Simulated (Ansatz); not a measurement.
# Run report: BH2ClOF, geometry relaxation (part 1 of 2)

- system: BH2ClOF, multiplicity 2
- method: UHF/def2-SVP (Ansatz 0.2.0)

It belongs to a series of runs on one base structure; here: end point A relaxed.

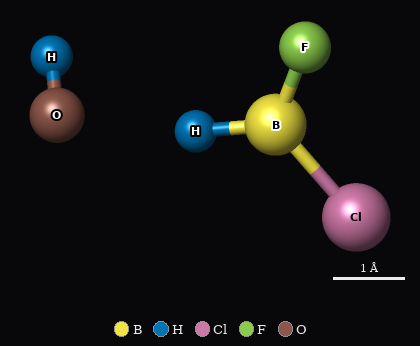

Figure 1. The structure as given in the input (ball-and-stick view, seen at a tilt). Bond lengths as drawn: B–Cl 1.75 Å, B–F 1.30 Å, B–H 1.19 Å and H–O 0.96 Å.

### Results in brief

| quantity | value |
| --- | --- |
| outcome | converged |
| total energy | −17942.7715 eV |
| mean-field energy | −17942.7715 eV |
| ⟨S²⟩ | 0.755 |
| largest force (length of the vector) at the end | 0.024 eV/Å |
| hardware | 1 thread of Arm Neoverse N1, 24 GiB of memory available, shared host |
| wall time | 2.3 min |
| peak memory | 0.17 GiB |

### The input
```yaml
crystal:
  periodic: [false, false, false]
  atoms:
    - { symbol: B, position_ang: [0.065843, 0.056562, -0.151878] }
    - { symbol: H, position_ang: [0.106994, 0.157296, 1.031895] }
    - { symbol: Cl, position_ang: [1.534256, 0.015347, -1.111299] }
    - { symbol: F, position_ang: [-1.080632, -0.033777, -0.766933] }
    - { symbol: O, position_ang: [-0.040036, -0.140663, 3.225647] }
    - { symbol: H, position_ang: [-0.633125, -0.855865, 3.459667] }
magnetization:
  spin_polarized: true
  initial_magnetization: 1
basis:
  gaussian: { orbitals: def2-SVP }
hamiltonian:
  xc: hf
relax:
  f_tol: 0.03
  max_steps: 50
```

Run as:
```bash
ansatz run input.yaml --threads 1 --pin off --max-ram 2048MiB --backend cpu --events-out ev --progress --plain --runs-dir out
```

### Log
```
The last accepted step is kept in [file] (removed where the run ends without a failure and the disk answers)
Engine: ansatz 0.2.0, aarch64-unknown-linux-gnu
Functional definition: HF
  exchange = exact_x
  correlation = 0
722 factors; integrals over basis functions are off by at most 4.2e-4 eV
mean field evaluation 1: about -17931.5643 eV, gradient 3.4e1 eV
mean field evaluation 2: about -17931.6573 eV, gradient 3.4e1 eV
mean field evaluation 4: about -17942.0013 eV, gradient 9.3e0 eV
mean field evaluation 8: about -17942.6909 eV, gradient 3.7e-1 eV
mean field evaluation 16: about -17942.6939 eV, gradient 2.3e-5 eV
mean field evaluation 32: about -17942.6858 eV, gradient 1.6e-2 eV
mean field evaluation 64: about -17942.6790 eV, gradient 9.4e-3 eV
mean field evaluation 96: about -17942.6671 eV, gradient 6.3e-1 eV
mean field evaluation 128: about -17934.0712 eV, gradient 6.2e0 eV
mean field evaluation 160: about -17942.6934 eV, gradient 4.7e-2 eV
mean field -17942.69390006 eV, -659.3818388325 hartree, gradient 2.5e-8 eV, S^2 0.754829; 3 other end points of the search recorded, 0 dependent functions left out
the calculation of the forces begins
reference -17942.69390006 eV, -659.3818388325 hartree; 21, 20 occupied and 49, 50 virtual orbitals, 722 factors
relax step   1: F+E_penalty+E_count = -17942.69390006 eV  Δ(F+E_penalty+E_count) = +0.000e0 eV  max|allowed force component| = 2.542e-1 eV/Å  Δτ_max = 0.0000 Å  (315 SCF iters, accepted)
these checks for a lower state are left out or cut short: starts, cluster_reference, orbital_swaps, neighbouring_geometries, increment
722 factors; integrals over basis functions are off by at most 4.1e-4 eV
mean field evaluation 192: about -17942.7236 eV, gradient 4.3e-3 eV
mean field -17942.73672924 eV, -659.3834127756 hartree, gradient 1.4e-8 eV, S^2 0.755075; 0 other end points of the search recorded, 0 dependent functions left out
[... from here on the field's lines of each further geometry are left out, up to the last ...]
relax step   2: F+E_penalty+E_count = -17942.73672924 eV  Δ(F+E_penalty+E_count) = -4.283e-2 eV  max|allowed force component| = 5.451e-1 eV/Å  Δτ_max = 0.1950 Å  (136 SCF iters, accepted)
relax step   3: F+E_penalty+E_count = -17942.63459898 eV  Δ(F+E_penalty+E_count) = +1.021e-1 eV  max|allowed force component| = 1.646e0 eV/Å  Δτ_max = 0.1969 Å  (100 SCF iters, rejected (line search))
relax step   4: F+E_penalty+E_count = -17942.75553650 eV  Δ(F+E_penalty+E_count) = -1.881e-2 eV  max|allowed force component| = 6.133e-2 eV/Å  Δτ_max = 0.0984 Å  (100 SCF iters, accepted)
relax step   5: F+E_penalty+E_count = -17942.76230330 eV  Δ(F+E_penalty+E_count) = -6.767e-3 eV  max|allowed force component| = 6.099e-2 eV/Å  Δτ_max = 0.0959 Å  (99 SCF iters, accepted)
relax step   6: F+E_penalty+E_count = -17942.76290313 eV  Δ(F+E_penalty+E_count) = -5.998e-4 eV  max|allowed force component| = 6.220e-2 eV/Å  Δτ_max = 0.0187 Å  (67 SCF iters, accepted)
relax step   7: F+E_penalty+E_count = -17942.76388587 eV  Δ(F+E_penalty+E_count) = -9.827e-4 eV  max|allowed force component| = 2.358e-1 eV/Å  Δτ_max = 0.1952 Å  (105 SCF iters, accepted)
relax step   8: F+E_penalty+E_count = -17942.74357016 eV  Δ(F+E_penalty+E_count) = +2.032e-2 eV  max|allowed force component| = 9.270e-1 eV/Å  Δτ_max = 0.1941 Å  (104 SCF iters, rejected (line search))
relax step   9: F+E_penalty+E_count = -17942.76603989 eV  Δ(F+E_penalty+E_count) = -2.154e-3 eV  max|allowed force component| = 2.275e-1 eV/Å  Δτ_max = 0.0553 Å  (103 SCF iters, accepted)
relax step  10: F+E_penalty+E_count = -17942.76765283 eV  Δ(F+E_penalty+E_count) = -1.613e-3 eV  max|allowed force component| = 7.716e-3 eV/Å  Δτ_max = 0.0455 Å  (102 SCF iters, accepted)
relax step  11: F+E_penalty+E_count = -17942.76720858 eV  Δ(F+E_penalty+E_count) = +4.442e-4 eV  max|allowed force component| = 2.112e-1 eV/Å  Δτ_max = 0.0559 Å  (105 SCF iters, rejected (line search))
relax step  12: F+E_penalty+E_count = -17942.76784027 eV  Δ(F+E_penalty+E_count) = -1.874e-4 eV  max|allowed force component| = 6.468e-2 eV/Å  Δτ_max = 0.0273 Å  (103 SCF iters, accepted)
relax step  13: F+E_penalty+E_count = -17942.76792795 eV  Δ(F+E_penalty+E_count) = -8.769e-5 eV  max|allowed force component| = 6.821e-2 eV/Å  Δτ_max = 0.0070 Å  (104 SCF iters, accepted)
relax step  14: F+E_penalty+E_count = -17942.76847512 eV  Δ(F+E_penalty+E_count) = -5.472e-4 eV  max|allowed force component| = 4.295e-3 eV/Å  Δτ_max = 0.0484 Å  (103 SCF iters, accepted)
relax step  15: F+E_penalty+E_count = -17942.76677618 eV  Δ(F+E_penalty+E_count) = +1.699e-3 eV  max|allowed force component| = 2.710e-1 eV/Å  Δτ_max = 0.1653 Å  (105 SCF iters, rejected (line search))
relax step  16: F+E_penalty+E_count = -17942.76849980 eV  Δ(F+E_penalty+E_count) = -2.468e-5 eV  max|allowed force component| = 9.905e-2 eV/Å  Δτ_max = 0.0808 Å  (106 SCF iters, accepted)
relax step  17: F+E_penalty+E_count = -17942.76894048 eV  Δ(F+E_penalty+E_count) = -4.407e-4 eV  max|allowed force component| = 1.131e-1 eV/Å  Δτ_max = 0.0344 Å  (106 SCF iters, accepted)
relax step  18: F+E_penalty+E_count = -17942.76910018 eV  Δ(F+E_penalty+E_count) = -1.597e-4 eV  max|allowed force component| = 7.798e-2 eV/Å  Δτ_max = 0.0141 Å  (105 SCF iters, accepted)
relax step  19: F+E_penalty+E_count = -17942.76914890 eV  Δ(F+E_penalty+E_count) = -4.872e-5 eV  max|allowed force component| = 6.649e-2 eV/Å  Δτ_max = 0.0035 Å  (93 SCF iters, accepted)
relax step  20: F+E_penalty+E_count = -17942.76922321 eV  Δ(F+E_penalty+E_count) = -7.431e-5 eV  max|allowed force component| = 5.271e-2 eV/Å  Δτ_max = 0.0066 Å  (106 SCF iters, accepted)
relax step  21: F+E_penalty+E_count = -17942.76940500 eV  Δ(F+E_penalty+E_count) = -1.818e-4 eV  max|allowed force component| = 5.432e-2 eV/Å  Δτ_max = 0.0259 Å  (104 SCF iters, accepted)
relax step  22: F+E_penalty+E_count = -17942.74787057 eV  Δ(F+E_penalty+E_count) = +2.153e-2 eV  max|allowed force component| = 1.177e0 eV/Å  Δτ_max = 0.1969 Å  (103 SCF iters, rejected (line search))
relax step  23: F+E_penalty+E_count = -17942.76942001 eV  Δ(F+E_penalty+E_count) = -1.501e-5 eV  max|allowed force component| = 5.307e-2 eV/Å  Δτ_max = 0.0014 Å  (89 SCF iters, accepted)
relax step  24: F+E_penalty+E_count = -17942.76889552 eV  Δ(F+E_penalty+E_count) = +5.245e-4 eV  max|allowed force component| = 2.437e-1 eV/Å  Δτ_max = 0.0977 Å  (102 SCF iters, rejected (line search))
relax step  25: F+E_penalty+E_count = -17942.76977275 eV  Δ(F+E_penalty+E_count) = -3.527e-4 eV  max|allowed force component| = 3.450e-2 eV/Å  Δτ_max = 0.0474 Å  (104 SCF iters, accepted)
relax step  26: F+E_penalty+E_count = -17942.76976791 eV  Δ(F+E_penalty+E_count) = +4.839e-6 eV  max|allowed force component| = 8.076e-2 eV/Å  Δτ_max = 0.0488 Å  (104 SCF iters, rejected (line search))
relax step  27: F+E_penalty+E_count = -17942.76971002 eV  Δ(F+E_penalty+E_count) = +6.273e-5 eV  max|allowed force component| = 7.315e-2 eV/Å  Δτ_max = 0.0241 Å  (104 SCF iters, rejected (line search))
relax step  28: F+E_penalty+E_count = -17942.76986783 eV  Δ(F+E_penalty+E_count) = -9.508e-5 eV  max|allowed force component| = 2.719e-2 eV/Å  Δτ_max = 0.0118 Å  (105 SCF iters, accepted)
relax step  29: F+E_penalty+E_count = -17942.77000508 eV  Δ(F+E_penalty+E_count) = -1.372e-4 eV  max|allowed force component| = 7.016e-2 eV/Å  Δτ_max = 0.0242 Å  (68 SCF iters, accepted)
relax step  30: F+E_penalty+E_count = -17942.77022314 eV  Δ(F+E_penalty+E_count) = -2.181e-4 eV  max|allowed force component| = 4.785e-2 eV/Å  Δτ_max = 0.0361 Å  (106 SCF iters, accepted)
relax step  31: F+E_penalty+E_count = -17942.77029689 eV  Δ(F+E_penalty+E_count) = -7.375e-5 eV  max|allowed force component| = 5.768e-2 eV/Å  Δτ_max = 0.0230 Å  (104 SCF iters, accepted)
relax step  32: F+E_penalty+E_count = -17942.77042079 eV  Δ(F+E_penalty+E_count) = -1.239e-4 eV  max|allowed force component| = 4.464e-2 eV/Å  Δτ_max = 0.0132 Å  (104 SCF iters, accepted)
relax step  33: F+E_penalty+E_count = -17942.76999593 eV  Δ(F+E_penalty+E_count) = +4.249e-4 eV  max|allowed force component| = 1.615e-1 eV/Å  Δτ_max = 0.0651 Å  (108 SCF iters, rejected (line search))
relax step  34: F+E_penalty+E_count = -17942.77051421 eV  Δ(F+E_penalty+E_count) = -9.342e-5 eV  max|allowed force component| = 1.007e-1 eV/Å  Δτ_max = 0.0318 Å  (106 SCF iters, accepted)
relax step  35: F+E_penalty+E_count = -17942.77067288 eV  Δ(F+E_penalty+E_count) = -1.587e-4 eV  max|allowed force component| = 1.496e-1 eV/Å  Δτ_max = 0.0444 Å  (105 SCF iters, accepted)
relax step  36: F+E_penalty+E_count = -17942.77089491 eV  Δ(F+E_penalty+E_count) = -2.220e-4 eV  max|allowed force component| = 1.185e-1 eV/Å  Δτ_max = 0.0123 Å  (106 SCF iters, accepted)
the calculation of the forces begins
reference -17942.77152391 eV, -659.3846914564 hartree; 21, 20 occupied and 49, 50 virtual orbitals, 723 factors
relax step  37: F+E_penalty+E_count = -17942.77152391 eV  Δ(F+E_penalty+E_count) = -6.290e-4 eV  max|allowed force component| = 2.195e-2 eV/Å  Δτ_max = 0.0277 Å  (104 SCF iters, accepted)
723 factors; integrals over basis functions are off by at most 3.8e-4 eV
mean field evaluation 832: about -17942.7551 eV, gradient 8.4e-4 eV
mean field evaluation 864: about -17942.7551 eV, gradient 2.5e-2 eV
mean field evaluation 896: about -17942.7551 eV, gradient 2.9e-2 eV
mean field evaluation 928: about -17929.1762 eV, gradient 2.3e1 eV
mean field evaluation 960: about -17938.4513 eV, gradient 7.2e-1 eV
mean field evaluation 992: about -17934.5289 eV, gradient 1.0e1 eV
mean field evaluation 1024: about -17933.3605 eV, gradient 2.0e1 eV
```

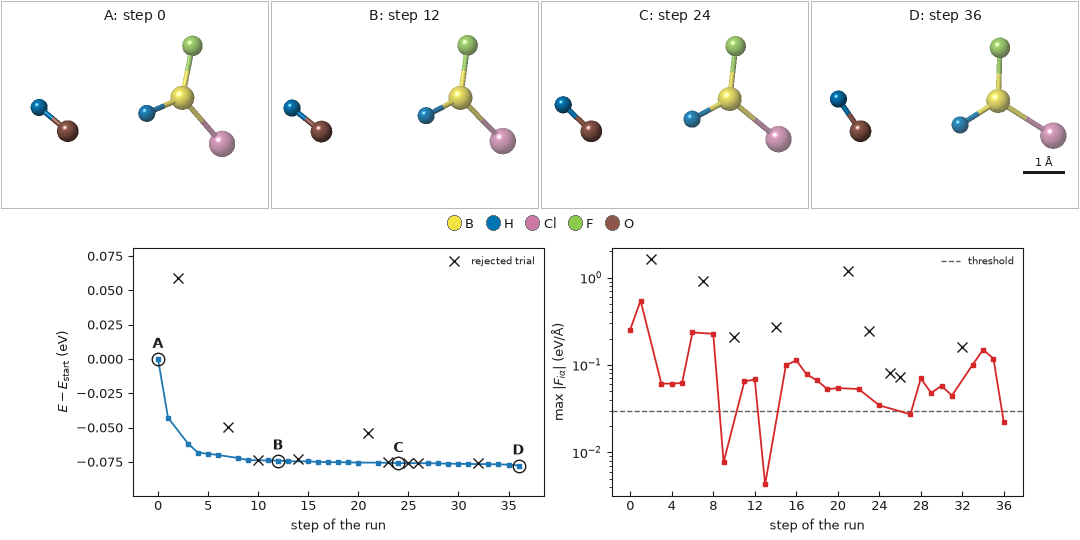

Figure 2. Frames of the relaxation (ball-and-stick view, seen at a tilt) above the curves, on which the letters mark them (the first geometry is step 0 here and step 1 in the log).

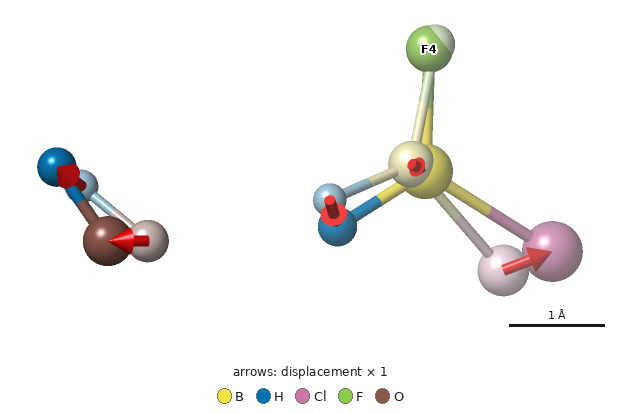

Figure 3. Start (faint) and end (solid) with the displacements as red arrows, at true length (ball-and-stick view, seen at a tilt). The two geometries are laid on each other by the best rigid fit. The largest move after the best rigid fit is that of Cl3, 0.56 Å. By element the largest moves are Cl 0.56 Å, H 0.54 Å, O 0.45 Å, B 0.23 Å, F 0.08 Å. The energy falls by 0.078 eV in 36 geometry steps. The largest force component goes from 0.25 to 0.022 eV/Å. The line search rejected the trial steps at points 2, 7, 10, 14, 21, 23, 25, 26 and more (counted from 0) and went back. (Atoms are counted from 1 in the order of the input.)

```
mean field -17942.77152391 eV, -659.3846914564 hartree, gradient 3.7e-8 eV, S^2 0.754793; 4 other end points of the search recorded, 0 dependent functions left out
the calculation of the forces begins
reference -17942.77152391 eV, -659.3846914564 hartree; 21, 20 occupied and 49, 50 virtual orbitals, 723 factors
Total energy: -17942.77152391 eV, -659.3846914564 hartree
Atom 0 at     0.210414     0.007220    -0.334944 Å, force    -0.008449     0.002225    -0.021952 eV/Å
Atom 1 at     0.502840    -0.085677     0.810731 Å, force     0.002899    -0.002075     0.020579 eV/Å
Atom 2 at     1.419158     0.376389    -1.554930 Å, force    -0.001525     0.000147    -0.003647 eV/Å
Atom 3 at    -1.023802    -0.165738    -0.718599 Å, force     0.009181    -0.000112     0.009526 eV/Å
Atom 4 at    -0.178385    -0.220364     3.649789 Å, force    -0.001503    -0.001970    -0.002557 eV/Å
Atom 5 at    -0.976925    -0.712929     3.835051 Å, force    -0.000602     0.001785    -0.001948 eV/Å
Dipole moment:    -0.271739    -0.214744     0.317798 e Å
```

### Trajectory as extended XYZ (Å, eV, eV/Å), 37 frames, from step=1 to step=37
```
6
Properties=species:S:1:pos:R:3:forces:R:3 step=1 energy=-17942.69390
B     0.0658    0.0566   -0.1519   -0.0310   0.0123   0.0516
H     0.1070    0.1573    1.0319    0.0241   0.0251  -0.2542
Cl    1.5343    0.0153   -1.1113    0.0269   0.0009  -0.0259
F    -1.0806   -0.0338   -0.7669    0.0024  -0.0042  -0.0067
O    -0.0400   -0.1407    3.2256   -0.0726  -0.1033   0.2395
H    -0.6331   -0.8559    3.4597    0.0500   0.0693  -0.0042
6
Properties=species:S:1:pos:R:3:forces:R:3 step=2 energy=-17942.73673
B     0.0712    0.0738   -0.2119   -0.0247  -0.1063   0.0503
H     0.1185    0.1855    0.9665    0.0060   0.0601  -0.0613
Cl    1.5389    0.0128   -1.1718    0.0359   0.0278  -0.0790
F    -1.0775   -0.0434   -0.8183   -0.0013   0.0358  -0.0531
O    -0.0344   -0.1485    3.4204   -0.4655  -0.5451   0.1839
H    -0.6634   -0.8814    3.5022    0.4497   0.5277  -0.0408
6
Properties=species:S:1:pos:R:3:forces:R:3 step=3 energy=-17942.63460 accepted=F
B     0.0826   -0.0318   -0.2593   -0.2886   1.6458  -0.4310
H     0.1291    0.1898    0.9079    0.0276  -0.6454   0.0564
Cl    1.5414    0.0644   -1.2442   -0.0932  -0.4228   0.0994
F    -1.0750    0.0078   -0.8797    0.3645  -0.5751   0.2329
O    -0.0429   -0.1448    3.6171   -0.8700  -1.0104  -0.0774
H    -0.6820   -0.8864    3.5453    0.8597   1.0079   0.1197
6
Properties=species:S:1:pos:R:3:forces:R:3 step=4 energy=-17942.75554
B     0.0742    0.0727   -0.2479   -0.0410  -0.0393   0.0290
H     0.1171    0.1852    0.9324    0.0053   0.0194  -0.0471
Cl    1.5439    0.0191   -1.2059    0.0186   0.0123  -0.0447
F    -1.0731   -0.0337   -0.8598    0.0281   0.0160  -0.0142
O    -0.0431   -0.1595    3.5178   -0.0091  -0.0102   0.0613
H    -0.6658   -0.8848    3.5504   -0.0019   0.0017   0.0157
6
Properties=species:S:1:pos:R:3:forces:R:3 step=5 energy=-17942.76230
B     0.0789    0.0742   -0.2843   -0.0597   0.0100  -0.0236
H     0.1214    0.1915    0.8958    0.0058  -0.0076  -0.0112
Cl    1.5481    0.0220   -1.2441    0.0006  -0.0002  -0.0179
F    -1.0691   -0.0256   -0.8972    0.0610   0.0008   0.0183
O    -0.0561   -0.1649    3.6128   -0.0066  -0.0058   0.0199
H    -0.6699   -0.8982    3.6041   -0.0012   0.0027   0.0146
6
Properties=species:S:1:pos:R:3:forces:R:3 step=6 energy=-17942.76290
B     0.0802    0.0751   -0.2903   -0.0615   0.0140  -0.0241
H     0.1230    0.1927    0.8899    0.0061  -0.0096  -0.0096
Cl    1.5490    0.0234   -1.2507    0.0006  -0.0013  -0.0169
F    -1.0680   -0.0244   -0.9028    0.0622  -0.0006   0.0194
O    -0.0581   -0.1674    3.6185   -0.0140  -0.0145   0.0174
H    -0.6727   -0.9005    3.6225    0.0066   0.0119   0.0138
6
Properties=species:S:1:pos:R:3:forces:R:3 step=7 energy=-17942.76389
B     0.0931    0.1046   -0.3604   -0.0692  -0.2358   0.0020
H     0.1387    0.2162    0.8212    0.0051   0.0825  -0.0201
Cl    1.5588    0.0284   -1.3244   -0.0015   0.0632  -0.0085
F    -1.0556   -0.0239   -0.9671    0.0690   0.0885   0.0266
O    -0.0774   -0.2037    3.7040   -0.1446  -0.1627   0.0176
H    -0.7043   -0.9227    3.8139    0.1411   0.1643  -0.0175
```
